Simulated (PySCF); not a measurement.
# C4H6F3Si2 (doublet): what the fields show

```xyz
15

C     3.7761   -0.6579    0.4056
C     2.8355   -0.6309   -0.3522
Si    1.5555   -0.4622   -1.6453
C     0.1124    0.6317   -1.0341
Si   -0.8590   -0.1892    0.3535
F    -1.2333   -1.6948   -0.1142
C    -2.6086    0.6147    0.5578
F    -2.8570    1.5404   -0.4137
F    -2.7029    1.2867    1.7395
H     4.5669   -0.7086    1.0975
H     1.1527   -1.7279   -2.2449
H    -0.5567    0.8449   -1.8708
H     0.5004    1.5940   -0.7014
H    -0.2446   -0.3316    1.6586
H    -3.4419   -0.1012    0.5308
```

Geometry: GFN2-xTB.

Level of theory: PySCF, UKS B3LYP, pcH-1 on C F H Si, non-relativistic, mean-field spin-orbit, GIAO.

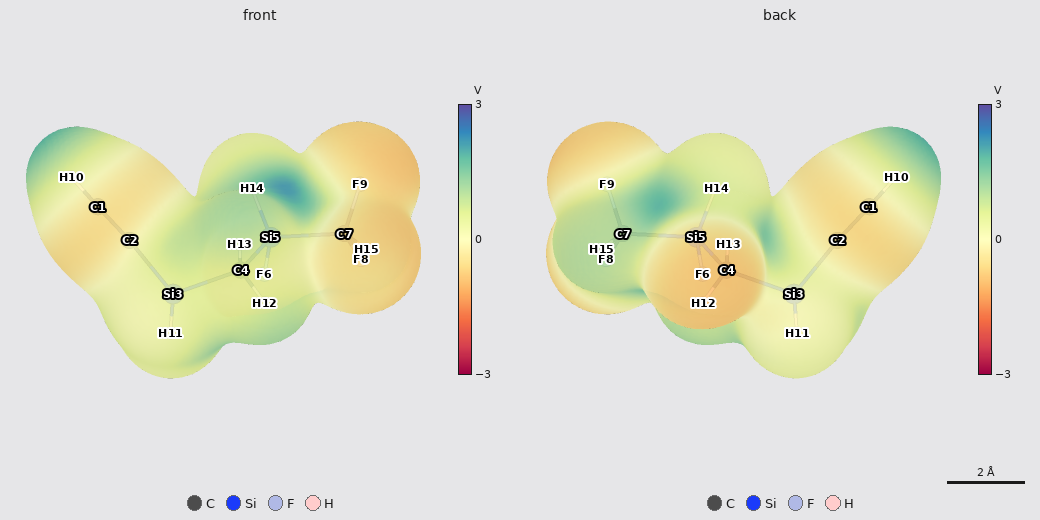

Figure 1. The electrostatic potential painted on the density surface at 0.002 e/bohr³, seen from the front and from behind; the colour scale runs from red (negative) to blue (positive).

### Describe the electrostatic potential map.

The most negative region (about −0.9 V) lies over F6 and F9, the most positive (about +2.0 V) over Si5.

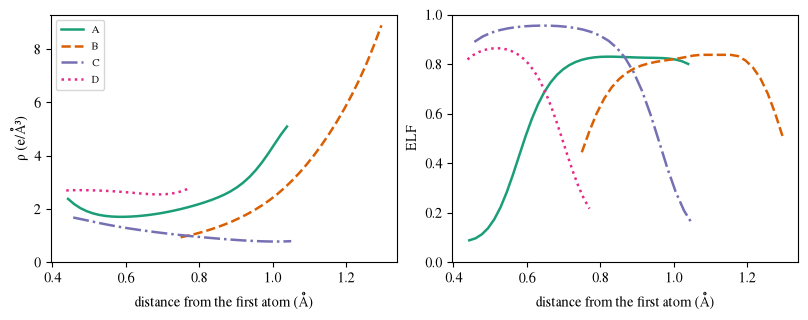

Figure 2. Total electron density and electron localisation function along straight lines between neighbouring atoms. The curves leave out the atomic cores.

### Which curve belongs to which contact (C–C, C–F, C–Si and Si–F)? The first atom named is at distance zero.

Curve A: C–F (1.36 Å): ρ at the midpoint is about 1.8 e/Å³; the ELF peaks at about 0.85 between the atoms, as expected for a polar covalent bond. Curve B: Si–F (1.62 Å): the density is about 1.1 e/Å³ at the midpoint; the ELF peaks at about 0.85 in the valence shell of F, 0.5 Å from its nucleus, and is about 0.65 at the midpoint. Curve C: C–Si (1.83 Å): ρ is about 0.82 e/Å³ halfway; the ELF peaks at about 0.95 between the atoms, as expected for localised, covalent bonding. Curve D: C–C (1.21 Å): ρ is about 2.6 e/Å³ halfway; the ELF peaks at about 0.85 between the atoms; a short, multiple covalent bond.
